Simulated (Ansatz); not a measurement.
Response to strain in CoSn

Start from CoSn (space group P6/mmm, No. 191; a = 5.2178 Å, c = 4.1725 Å; non-magnetic). Axes: x lies along a and z along c of the hexagonal cell.

Strains are applied to the cell and any free atomic positions relax; under biaxial strain the out-of-plane vector relaxes too.

The values are results of PBEsol (Ansatz, an electronic-structure program; PAW; 420 eV plane waves; no spin-orbit coupling), not measurements.

Notes on the quantities. pressure: mean of the normal stresses, compression positive.

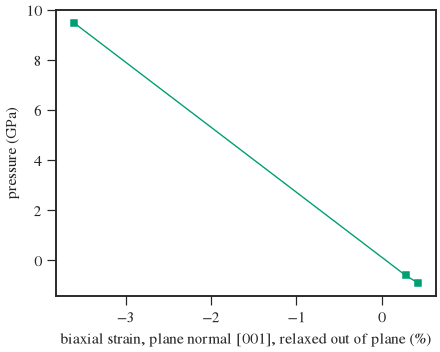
Figure. Pressure against biaxial strain, plane normal [001], relaxed out of plane

Q: From the plot, what is the pressure for biaxial strain +0.43 %, plane normal [001], relaxed out of plane?

A: About -0.9 GPa.

Q: Is the trend monotonic over the range shown?

A: Yes, it falls throughout, spanning -0.9 GPa to 9.5 GPa.

Without a gap, meshes like the base's 10×10×11 leave anisotropic stresses uncertain by several tenths of a GPa, and small strain energies with them. No phonon test of stability was made. Seeded moments were not kept for the base. The final runs are not spin-polarised.
